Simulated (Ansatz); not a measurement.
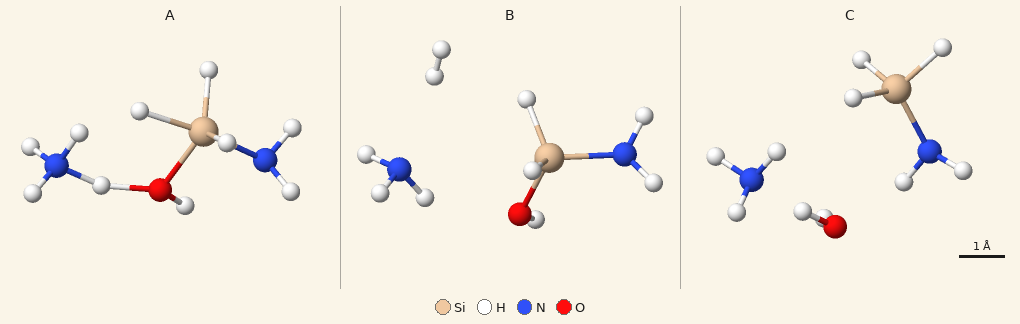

Three geometries of SiN₂H₁₀O: a saddle point and the two minima that it joins, in shuffled order. The picture is a ball-and-stick view, seen from a free direction. Sticks join atoms that are closer than about 1.2 times the sum of their covalent radii (a little more with hydrogen).

Stationary points at PBE0-D4/def2-TZVP, single-point energies with CCSD(T)/CBS, r2SCAN-D4, r2SCAN0-D4 (def2-TZVPP where no basis is named; Ansatz 0.2.0). The energies are electronic, without zero-point or thermal terms, and both ends are the minima reached downhill from the saddle, with any fragments still in contact. CCSD(T)/CBS stands for a frozen-core estimate: MP2 correlation extrapolated from def2-TZVPP and def2-QZVPP, CCSD(T) minus MP2 from the smaller set.

Question: Which frame is the transition state, what reaction does it lead through, and what barrier is to be expected?

Answer: Frame A is the saddle point. Counted by bonded pieces, C holds H₂O + NH₃ + SiH₅N and B holds H₂ + NH₃ + SiH₅NO. From C over the saddle to B, bonds form: O–Si (3.85 → 1.78 → 1.66 Å), H–H (3.26 → 1.49 → 0.75 Å), H–N (1.86 → 1.16 → 1.01 Å). Bonds break: H–Si (1.49 → 1.65 → 3.98 Å), H–O (0.98 → 1.33 → 2.24 Å), H–N (1.02 → 1.06 → 2.60 Å). The saddle has one imaginary mode, 407i cm⁻¹. With CCSD(T)/CBS the barrier is 30.4 kcal/mol from C and 42.8 kcal/mol from B, and B lies 12.4 kcal/mol below C.

```
      level  barrier from C (kcal/mol)  barrier from B (kcal/mol)  B less C (kcal/mol)
CCSD(T)/CBS                       30.4                       42.8                −12.4
  r2SCAN-D4                       24.7                       36.4                −11.8
 r2SCAN0-D4                       26.6                       38.2                −11.6
```

Against CCSD(T)/CBS, r2SCAN0-D4 comes closest on the barrier from C (−3.8 kcal/mol) and r2SCAN-D4 misses most (−5.7 kcal/mol).
